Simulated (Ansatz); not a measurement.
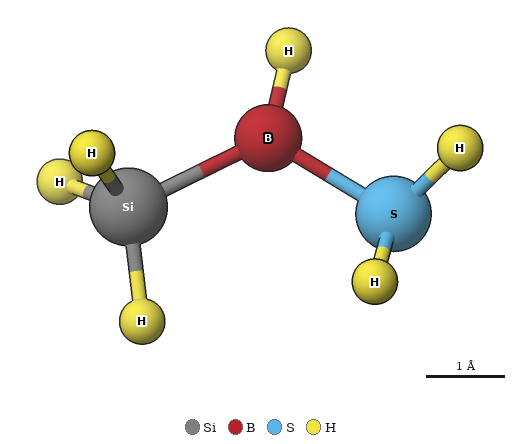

The structure as given in the input (ball-and-stick view, seen at a tilt). Bond lengths as drawn: B–H 1.21 Å, B–S 1.89 Å, B–Si 2.02 Å, H–S 1.37 Å and H–Si 1.50 to 1.51 Å.

## BSiH6S (charge +1): geometry relaxation

- system: BSiH6S, charge +1
- method: RKS PBE0-D4/def2-TZVP (Ansatz 0.2.0)

Log
```
Functional definition: PBE0
  name "PBE0"
  cite "Adamo & Barone, J. Chem. Phys. 110, 6158 (1999) doi:10.1063/1.478522"
  cite "Perdew, Burke & Ernzerhof, Phys. Rev. Lett. 77, 3865 (1996) doi:10.1103/PhysRevLett.77.3865"
  parent pbe
  parameter a = 0.25
  parameter kappa = 0.804
  parameter beta = 0.06672455060314922
  exchange = (1 - a)*pbe_x(kappa = kappa, mu = beta*pi^2/3) + a*exact_x
  correlation = pbe_c(beta = beta)
972 factors; their error is unknown
mean field evaluation 1: about -19468.6525 eV, gradient 2.6e1 eV
mean field evaluation 2: about -19469.0737 eV, gradient 2.4e1 eV
mean field evaluation 4: about -19470.9348 eV, gradient 1.0e0 eV
mean field evaluation 8: about -19470.9878 eV, gradient 1.7e-1 eV
mean field evaluation 16: about -19470.9879 eV, gradient 2.0e-5 eV
mean field -19470.98785985 eV, -715.5456059398 hartree, gradient 2.0e-5 eV, S^2 0.000000; 0 other end points of the search recorded, 0 dependent functions left out
the calculation of the forces begins
reference -19470.98789533 eV, -715.5456072439 hartree; 20, 20 occupied and 121, 121 virtual orbitals, 972 factors
relax step   1: F+E_penalty+E_count = -19471.10826101 eV  Δ(F+E_penalty+E_count) = +0.000e0 eV  max|allowed force component| = 5.180e-1 eV/Å  Δτ_max = 0.0000 Å  (25 SCF iters, accepted)
these checks for a lower state are left out or cut short: starts, cluster_reference, orbital_swaps, neighbouring_geometries, increment
972 factors; their error is unknown
mean field -19471.01479203 eV, -715.5465956794 hartree, gradient 2.2e-5 eV, S^2 0.000000; 0 other end points of the search recorded, 0 dependent functions left out
the calculation of the forces begins
reference -19471.01482741 eV, -715.5465969795 hartree; 20, 20 occupied and 121, 121 virtual orbitals, 972 factors
relax step   2: F+E_penalty+E_count = -19471.13573696 eV  Δ(F+E_penalty+E_count) = -2.748e-2 eV  max|allowed force component| = 2.341e-1 eV/Å  Δτ_max = 0.0333 Å  (29 SCF iters, accepted)
these checks for a lower state are left out or cut short: starts, cluster_reference, orbital_swaps, neighbouring_geometries, increment
972 factors; their error is unknown
mean field -19471.01769454 eV, -715.5467023447 hartree, gradient 2.1e-5 eV, S^2 0.000000; 0 other end points of the search recorded, 0 dependent functions left out
the calculation of the forces begins
reference -19471.01772988 eV, -715.5467036432 hartree; 20, 20 occupied and 121, 121 virtual orbitals, 972 factors
relax step   3: F+E_penalty+E_count = -19471.13871835 eV  Δ(F+E_penalty+E_count) = -2.981e-3 eV  max|allowed force component| = 2.595e-2 eV/Å  Δτ_max = 0.0120 Å  (29 SCF iters, accepted)
these checks for a lower state are left out or cut short: starts, cluster_reference, orbital_swaps, neighbouring_geometries, increment
972 factors; their error is unknown
mean field evaluation 32: about -19470.9670 eV, gradient 3.3e-4 eV
mean field -19471.01779088 eV, -715.5467058848 hartree, gradient 2.1e-5 eV, S^2 0.000000; 0 other end points of the search recorded, 0 dependent functions left out
the calculation of the forces begins
reference -19471.01782621 eV, -715.5467071833 hartree; 20, 20 occupied and 121, 121 virtual orbitals, 972 factors
relax step   4: F+E_penalty+E_count = -19471.13884856 eV  Δ(F+E_penalty+E_count) = -1.302e-4 eV  max|allowed force component| = 1.790e-2 eV/Å  Δτ_max = 0.0069 Å  (29 SCF iters, accepted)
these checks for a lower state are left out or cut short: starts, cluster_reference, orbital_swaps, neighbouring_geometries, increment
972 factors; their error is unknown
mean field -19471.01784883 eV, -715.5467080147 hartree, gradient 2.1e-5 eV, S^2 0.000000; 0 other end points of the search recorded, 0 dependent functions left out
the calculation of the forces begins
reference -19471.01788418 eV, -715.5467093136 hartree; 20, 20 occupied and 121, 121 virtual orbitals, 972 factors
relax step   5: F+E_penalty+E_count = -19471.13890067 eV  Δ(F+E_penalty+E_count) = -5.211e-5 eV  max|allowed force component| = 2.017e-2 eV/Å  Δτ_max = 0.0117 Å  (29 SCF iters, accepted)
these checks for a lower state are left out or cut short: starts, cluster_reference, orbital_swaps, neighbouring_geometries, increment
972 factors; their error is unknown
mean field -19471.01789540 eV, -715.5467097260 hartree, gradient 2.0e-5 eV, S^2 0.000000; 0 other end points of the search recorded, 0 dependent functions left out
the calculation of the forces begins
reference -19471.01793074 eV, -715.5467110249 hartree; 20, 20 occupied and 121, 121 virtual orbitals, 972 factors
relax step   6: F+E_penalty+E_count = -19471.13895281 eV  Δ(F+E_penalty+E_count) = -5.214e-5 eV  max|allowed force component| = 5.183e-3 eV/Å  Δτ_max = 0.0062 Å  (22 SCF iters, accepted)
these checks for a lower state are left out or cut short: starts, cluster_reference, orbital_swaps, neighbouring_geometries, increment
972 factors; their error is unknown
mean field -19471.01789830 eV, -715.5467098326 hartree, gradient 8.1e-5 eV, S^2 0.000000; 0 other end points of the search recorded, 0 dependent functions left out
the calculation of the forces begins
reference -19471.01793365 eV, -715.5467111316 hartree; 20, 20 occupied and 121, 121 virtual orbitals, 972 factors
relax step   7: F+E_penalty+E_count = -19471.13895863 eV  Δ(F+E_penalty+E_count) = -5.825e-6 eV  max|allowed force component| = 2.747e-3 eV/Å  Δτ_max = 0.0014 Å  (19 SCF iters, accepted)
these checks for a lower state are left out or cut short: starts, cluster_reference, orbital_swaps, neighbouring_geometries, increment
972 factors; their error is unknown
mean field -19471.01790145 eV, -715.5467099485 hartree, gradient 2.1e-5 eV, S^2 0.000000; 0 other end points of the search recorded, 0 dependent functions left out
the calculation of the forces begins
reference -19471.01793681 eV, -715.5467112477 hartree; 20, 20 occupied and 121, 121 virtual orbitals, 972 factors
relax step   8: F+E_penalty+E_count = -19471.13897097 eV  Δ(F+E_penalty+E_count) = -1.234e-5 eV  max|allowed force component| = 3.943e-3 eV/Å  Δτ_max = 0.0058 Å  (22 SCF iters, accepted)
these checks for a lower state are left out or cut short: starts, cluster_reference, orbital_swaps, neighbouring_geometries, increment
972 factors; their error is unknown
mean field evaluation 64: about -19471.0179 eV, gradient 3.7e-5 eV
mean field -19471.01789614 eV, -715.5467097533 hartree, gradient 2.1e-5 eV, S^2 0.000000; 0 other end points of the search recorded, 0 dependent functions left out
the calculation of the forces begins
reference -19471.01793151 eV, -715.5467110532 hartree; 20, 20 occupied and 121, 121 virtual orbitals, 972 factors
relax step   9: F+E_penalty+E_count = -19471.13898918 eV  Δ(F+E_penalty+E_count) = -1.821e-5 eV  max|allowed force component| = 6.137e-3 eV/Å  Δτ_max = 0.0132 Å  (29 SCF iters, accepted)
these checks for a lower state are left out or cut short: starts, cluster_reference, orbital_swaps, neighbouring_geometries, increment
972 factors; their error is unknown
mean field -19471.01787533 eV, -715.5467089886 hartree, gradient 2.1e-5 eV, S^2 0.000000; 0 other end points of the search recorded, 0 dependent functions left out
the calculation of the forces begins
reference -19471.01791073 eV, -715.5467102894 hartree; 20, 20 occupied and 121, 121 virtual orbitals, 972 factors
relax step  10: F+E_penalty+E_count = -19471.13900569 eV  Δ(F+E_penalty+E_count) = -1.651e-5 eV  max|allowed force component| = 6.366e-3 eV/Å  Δτ_max = 0.0178 Å  (28 SCF iters, accepted)
these checks for a lower state are left out or cut short: starts, cluster_reference, orbital_swaps, neighbouring_geometries, increment
972 factors; their error is unknown
mean field -19471.01786293 eV, -715.5467085329 hartree, gradient 2.1e-5 eV, S^2 0.000000; 0 other end points of the search recorded, 0 dependent functions left out
the calculation of the forces begins
reference -19471.01789834 eV, -715.5467098341 hartree; 20, 20 occupied and 121, 121 virtual orbitals, 972 factors
relax step  11: F+E_penalty+E_count = -19471.13901061 eV  Δ(F+E_penalty+E_count) = -4.921e-6 eV  max|allowed force component| = 4.883e-3 eV/Å  Δτ_max = 0.0089 Å  (29 SCF iters, accepted)
972 factors; their error is unknown
mean field evaluation 96: about -19471.0179 eV, gradient 2.4e-4 eV
```

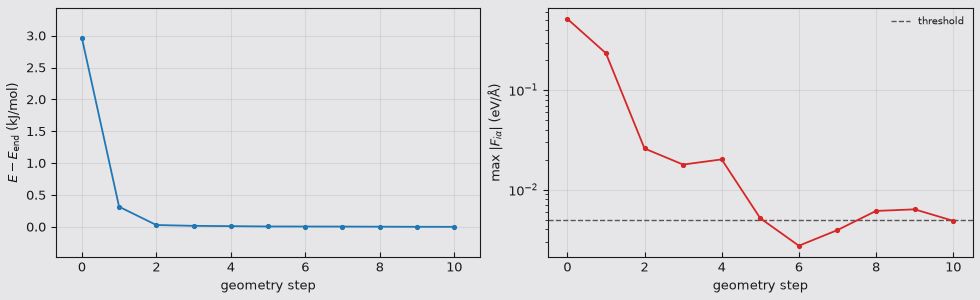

Progress of the relaxation, step by step (the first geometry is step 0 here and step 1 in the log).

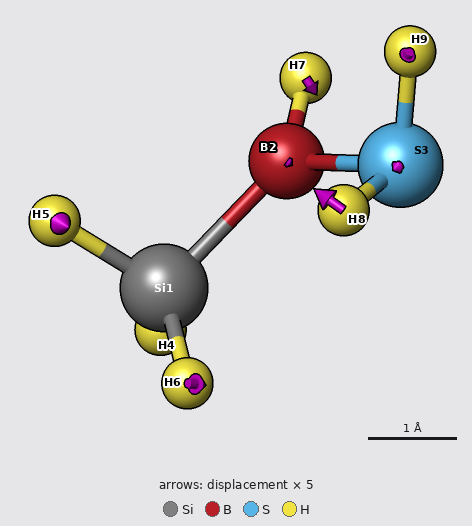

The starting structure with the displacements as pink arrows, magnified 5 times (ball-and-stick view, seen at a tilt). The two geometries are laid on each other by the best rigid fit. H8 moves most after the best rigid fit: 0.088 Å. Largest moves by element: H 0.088 Å, S 0.029 Å, B 0.019 Å, Si 0.009 Å. Among the contacts that change: B2–H7 1.210 → 1.188 Å, S3–H8 1.371 → 1.350 Å, Si1–H5 1.509 → 1.488 Å, Si1–H4 1.498 → 1.479 Å. The energy falls by 2.97 kJ/mol in 10 geometry steps. Largest force component: 0.52 eV/Å at the start, 0.0049 eV/Å at the end. (Atoms are counted from 1 in the order of the input.)

```
mean field -19471.01786293 eV, -715.5467085329 hartree, gradient 2.5e-5 eV, S^2 0.000000; 1 other end points of the search recorded, 0 dependent functions left out
the calculation of the forces begins
reference -19471.01789834 eV, -715.5467098341 hartree; 20, 20 occupied and 121, 121 virtual orbitals, 972 factors
Total energy: -19471.13904602 eV, -715.5511619291 hartree
Atom 0 at    -0.698444     1.141653    -0.709189 Å, force    -0.003160     0.000807    -0.003260 eV/Å
Atom 1 at    -0.017872    -0.722001    -0.353524 Å, force     0.004883     0.003291     0.002306 eV/Å
Atom 2 at     0.433039    -1.257561     1.392700 Å, force    -0.000016     0.002030    -0.002672 eV/Å
Atom 3 at    -1.877518     1.034658    -1.595889 Å, force     0.003409     0.000315     0.002575 eV/Å
Atom 4 at     0.472309     1.757933    -1.390913 Å, force    -0.001881    -0.002897     0.001549 eV/Å
Atom 5 at    -0.984278     1.818509     0.578454 Å, force     0.000407    -0.001502    -0.000812 eV/Å
Atom 6 at     0.114703    -1.636904    -1.100123 Å, force    -0.002296    -0.000317     0.000390 eV/Å
Atom 7 at     0.992758    -0.155918     1.936772 Å, force    -0.001210    -0.001796    -0.000381 eV/Å
Atom 8 at     1.565301    -1.980368     1.241713 Å, force    -0.000136     0.000068     0.000304 eV/Å
Dipole moment:     0.514163    -0.485104     0.429945 e Å
```

Trajectory as extended XYZ (Å, eV, eV/Å), 11 frames, from step=1 to step=11
```
9
Properties=species:S:1:pos:R:3:forces:R:3 step=1 energy=-19471.10826
Si   -0.7050    1.1464   -0.7121    0.0010   0.2521  -0.1114
B    -0.0045   -0.7167   -0.3658    0.0960  -0.3555  -0.1481
S     0.4274   -1.2852    1.3872    0.5180   0.1815   0.0893
H    -1.9259    1.0468   -1.5745    0.2645  -0.0134   0.2174
H     0.4536    1.7557   -1.4617   -0.2500  -0.1487   0.1837
H    -0.9384    1.8632    0.5851    0.0376  -0.1826  -0.2698
H     0.1528   -1.6401   -1.1314   -0.0628   0.3887   0.3119
H     0.9435   -0.1762    2.0073   -0.1776  -0.4048  -0.2778
H     1.5966   -1.9940    1.2658   -0.4267   0.2826   0.0048
9
Properties=species:S:1:pos:R:3:forces:R:3 step=2 energy=-19471.13574
Si   -0.6958    1.1464   -0.7106    0.0093   0.0483  -0.0296
B    -0.0052   -0.7142   -0.3624    0.0384  -0.1312  -0.0112
S     0.4163   -1.2777    1.3879    0.2341   0.0880   0.0289
H    -1.9094    1.0283   -1.5558    0.0659   0.0081   0.0441
H     0.4569    1.7459   -1.4462   -0.0781  -0.0222   0.0457
H    -0.9355    1.8414    0.5811    0.0084  -0.0340  -0.0665
H     0.1542   -1.6241   -1.1188   -0.0229   0.1101   0.0772
H     0.9427   -0.1720    1.9755   -0.0828  -0.1608  -0.0987
H     1.5758   -1.9740    1.2492   -0.1724   0.0937   0.0102
9
Properties=species:S:1:pos:R:3:forces:R:3 step=3 energy=-19471.13872
Si   -0.6927    1.1439   -0.7106    0.0010   0.0170  -0.0018
B    -0.0026   -0.7160   -0.3583    0.0084  -0.0112   0.0260
S     0.4179   -1.2753    1.3903   -0.0118   0.0142  -0.0259
H    -1.9018    1.0257   -1.5544   -0.0052  -0.0096  -0.0027
H     0.4499    1.7531   -1.4425    0.0065   0.0007  -0.0013
H    -0.9369    1.8371    0.5762   -0.0043  -0.0008   0.0084
H     0.1534   -1.6199   -1.1133   -0.0019  -0.0067  -0.0066
H     0.9471   -0.1741    1.9645    0.0046   0.0023   0.0020
H     1.5657   -1.9746    1.2482    0.0027  -0.0060   0.0018
9
Properties=species:S:1:pos:R:3:forces:R:3 step=4 energy=-19471.13885
Si   -0.6925    1.1453   -0.7105    0.0032   0.0019  -0.0022
B    -0.0013   -0.7147   -0.3588    0.0026  -0.0070   0.0179
S     0.4173   -1.2718    1.3898   -0.0062   0.0044  -0.0176
H    -1.9008    1.0213   -1.5550   -0.0012  -0.0009  -0.0016
H     0.4509    1.7552   -1.4409   -0.0009   0.0046   0.0004
H    -0.9403    1.8357    0.5775   -0.0022   0.0007   0.0012
H     0.1528   -1.6194   -1.1135   -0.0017  -0.0023  -0.0030
H     0.9532   -0.1727    1.9617    0.0033   0.0039   0.0015
H     1.5607   -1.9788    1.2498    0.0031  -0.0053   0.0035
9
Properties=species:S:1:pos:R:3:forces:R:3 step=5 energy=-19471.13890
Si   -0.6927    1.1458   -0.7107   -0.0057   0.0036   0.0018
B    -0.0025   -0.7148   -0.3574    0.0108  -0.0125  -0.0107
S     0.4207   -1.2691    1.3882   -0.0042   0.0161   0.0202
H    -1.8965    1.0205   -1.5616   -0.0004  -0.0007  -0.0001
H     0.4520    1.7612   -1.4343    0.0021  -0.0010   0.0013
H    -0.9492    1.8337    0.5771    0.0000  -0.0009  -0.0006
H     0.1458   -1.6214   -1.1111   -0.0031   0.0017  -0.0060
H     0.9630   -0.1707    1.9557    0.0002  -0.0039   0.0040
H     1.5593   -1.9851    1.2541    0.0003  -0.0025  -0.0099
9
Properties=species:S:1:pos:R:3:forces:R:3 step=6 energy=-19471.13895
Si   -0.6930    1.1457   -0.7110   -0.0006   0.0023  -0.0009
B    -0.0007   -0.7144   -0.3578   -0.0025  -0.0005  -0.0040
S     0.4203   -1.2660    1.3896    0.0030  -0.0017   0.0052
H    -1.8960    1.0187   -1.5628    0.0012  -0.0003   0.0000
H     0.4517    1.7634   -1.4328    0.0001  -0.0001   0.0006
H    -0.9519    1.8326    0.5768    0.0002  -0.0013   0.0000
H     0.1457   -1.6214   -1.1115    0.0004   0.0009   0.0016
H     0.9692   -0.1701    1.9555   -0.0007  -0.0005  -0.0017
H     1.5547   -1.9886    1.2540   -0.0011   0.0011  -0.0008
9
Properties=species:S:1:pos:R:3:forces:R:3 step=7 energy=-19471.13896
Si   -0.6931    1.1457   -0.7110   -0.0002  -0.0004   0.0004
B    -0.0015   -0.7146   -0.3576    0.0000   0.0006  -0.0027
S     0.4206   -1.2658    1.3899    0.0000  -0.0011   0.0024
H    -1.8954    1.0191   -1.5639    0.0003   0.0004  -0.0001
H     0.4523    1.7633   -1.4316    0.0005   0.0001   0.0005
H    -0.9527    1.8318    0.5771   -0.0006   0.0003   0.0000
H     0.1449   -1.6218   -1.1111   -0.0004  -0.0008   0.0008
H     0.9699   -0.1695    1.9547    0.0001   0.0003  -0.0007
H     1.5550   -1.9882    1.2535    0.0002   0.0006  -0.0006
9
Properties=species:S:1:pos:R:3:forces:R:3 step=8 energy=-19471.13897
Si   -0.6936    1.1454   -0.7108   -0.0004  -0.0039   0.0011
B    -0.0037   -0.7156   -0.3570    0.0006   0.0017   0.0006
S     0.4221   -1.2650    1.3907   -0.0030   0.0018  -0.0020
H    -1.8928    1.0209   -1.5681   -0.0005   0.0010  -0.0003
H     0.4549    1.7630   -1.4264    0.0014   0.0003   0.0001
H    -0.9567    1.8298    0.5774   -0.0009   0.0013   0.0005
H     0.1409   -1.6238   -1.1094   -0.0004  -0.0023  -0.0012
H     0.9727   -0.1676    1.9519    0.0012   0.0004   0.0015
H     1.5563   -1.9870    1.2517    0.0018  -0.0003  -0.0004
9
Properties=species:S:1:pos:R:3:forces:R:3 step=9 energy=-19471.13899
Si   -0.6950    1.1444   -0.7104   -0.0021  -0.0061   0.0011
B    -0.0084   -0.7177   -0.3558    0.0019   0.0033   0.0031
S     0.4255   -1.2626    1.3918   -0.0035   0.0044  -0.0053
H    -1.8875    1.0250   -1.5776    0.0004   0.0014   0.0005
H     0.4607    1.7622   -1.4145    0.0016  -0.0003   0.0001
H    -0.9661    1.8255    0.5780   -0.0006   0.0016   0.0002
H     0.1320   -1.6282   -1.1061   -0.0008  -0.0031  -0.0022
H     0.9799   -0.1635    1.9461    0.0009  -0.0003   0.0026
H     1.5589   -1.9850    1.2485    0.0022  -0.0010  -0.0001
9
Properties=species:S:1:pos:R:3:forces:R:3 step=10 energy=-19471.13901
Si   -0.6971    1.1429   -0.7097   -0.0017  -0.0056  -0.0006
B    -0.0143   -0.7203   -0.3544    0.0001   0.0017   0.0032
S     0.4305   -1.2592    1.3925   -0.0013   0.0064  -0.0053
H    -1.8807    1.0310   -1.5900    0.0033   0.0019   0.0028
H     0.4686    1.7600   -1.3988   -0.0012  -0.0009   0.0012
H    -0.9783    1.8200    0.5787   -0.0003   0.0013  -0.0018
H     0.1197   -1.6341   -1.1020    0.0002  -0.0016  -0.0015
H     0.9886   -0.1582    1.9393   -0.0002  -0.0021   0.0020
H     1.5630   -1.9820    1.2442    0.0011  -0.0009  -0.0002
9
Properties=species:S:1:pos:R:3:forces:R:3 step=11 energy=-19471.13901
Si   -0.6984    1.1417   -0.7092   -0.0032   0.0008  -0.0033
B    -0.0179   -0.7220   -0.3535    0.0049   0.0033   0.0023
S     0.4330   -1.2576    1.3927    0.0000   0.0020  -0.0027
H    -1.8775    1.0347   -1.5959    0.0034   0.0003   0.0026
H     0.4723    1.7579   -1.3909   -0.0019  -0.0029   0.0015
H    -0.9843    1.8185    0.5785    0.0004  -0.0015  -0.0008
H     0.1147   -1.6369   -1.1001   -0.0023  -0.0003   0.0004
H     0.9928   -0.1559    1.9368   -0.0012  -0.0018  -0.0004
H     1.5653   -1.9804    1.2417   -0.0001   0.0001   0.0003
```

This output came from the following input.

Input
```yaml
crystal:
  periodic: [false, false, false]
  atoms:
    - {symbol: Si, position_ang: [-0.705034, 1.146427, -0.712071]}
    - {symbol: B, position_ang: [-0.004519, -0.716656, -0.365821]}
    - {symbol: S, position_ang: [0.427388, -1.285209, 1.387202]}
    - {symbol: H, position_ang: [-1.925940, 1.046828, -1.574486]}
    - {symbol: H, position_ang: [0.453650, 1.755704, -1.461711]}
    - {symbol: H, position_ang: [-0.938385, 1.863217, 0.585127]}
    - {symbol: H, position_ang: [0.152780, -1.640072, -1.131356]}
    - {symbol: H, position_ang: [0.943452, -0.176241, 2.007324]}
    - {symbol: H, position_ang: [1.596605, -1.993998, 1.265792]}
basis:
  gaussian: {orbitals: def2-TZVP}
total_charge: 1
hamiltonian: {xc: pbe0, dispersion: d4}
relax: {f_tol: 0.005, max_steps: 200}
```

Run as:
```bash
ansatz run in.yaml --threads 2 --pin off --events-out ev --progress --plain --max-ram 4352MiB
```

Key numbers

```json
{"quantity": "outcome", "value": "converged"}
{"quantity": "total energy", "value": "−19471.1390 eV"}
{"quantity": "mean-field energy", "value": "−19471.0179 eV"}
{"quantity": "dispersion energy", "value": "−0.1211 eV"}
{"quantity": "SCF solution under orbital rotations", "value": "stable"}
{"quantity": "largest force (length of the vector) at the end", "value": "0.006 eV/Å"}
{"quantity": "hardware", "value": "2 threads of Arm Neoverse V1, 95 GiB of memory available, shared host"}
{"quantity": "wall time", "value": "32 s (CPU time 61 s)"}
{"quantity": "peak memory", "value": "0.28 GiB"}
```
